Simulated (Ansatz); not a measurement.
The calculation's input:

```
crystal:
  periodic: [false, false, false]
  atoms:
    - { symbol: W, position_ang: [-0.155454, 0.095882, -0.635985] }
    - { symbol: O, position_ang: [1.193287, 0.050999, 2.189778] }
    - { symbol: H, position_ang: [0.246045, -0.035434, 2.414729] }
    - { symbol: H, position_ang: [1.356487, -0.795832, 1.698759] }
    - { symbol: O, position_ang: [0.035118, 1.861214, -0.150143] }
    - { symbol: H, position_ang: [-0.587054, 2.484495, -0.593628] }
    - { symbol: H, position_ang: [-1.744627, -0.123759, -0.094533] }
    - { symbol: H, position_ang: [0.957744, -1.155225, -0.159059] }
    - { symbol: H, position_ang: [-0.907047, -0.16664, -2.142717] }
basis:
  gaussian: { orbitals: def2-SVP }
hamiltonian:
  xc: pbe
relax:
  f_tol: 0.03
  max_steps: 50
output:
  orbitals: {}
```

Run with:

```sh
ansatz run input.yaml --threads 2 --pin off --max-ram 3072MiB --backend cpu --events-out ev --progress --plain --runs-dir out
```

The fields are those of the run's last geometry, not of the input's.

Core potentials replace the inner electrons of W.

Theory: RKS PBE/def2-SVP in Ansatz.

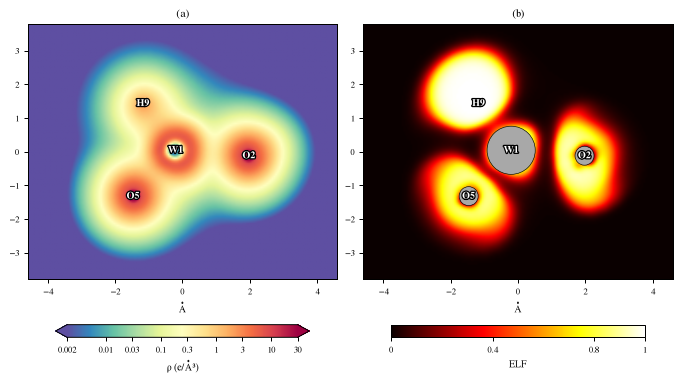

H₆O₂W. (a) electron density; (b) electron localisation function on the plane of atoms O2, W1 and H9. Grey discs cover the atomic cores in the ELF map.

What does the map show?

Atoms in the plane: W, O and H.
W–O (1.86 Å): the density is about 1.1 e/Å³ at the midpoint; the ELF peaks at about 0.85 in the valence shell of O, 0.6 Å from its nucleus, and drops to about 0.25 between the two atoms.
W–H (1.70 Å): ρ is about 1.4 e/Å³ halfway; the ELF climbs to about 1 towards the hydrogen.
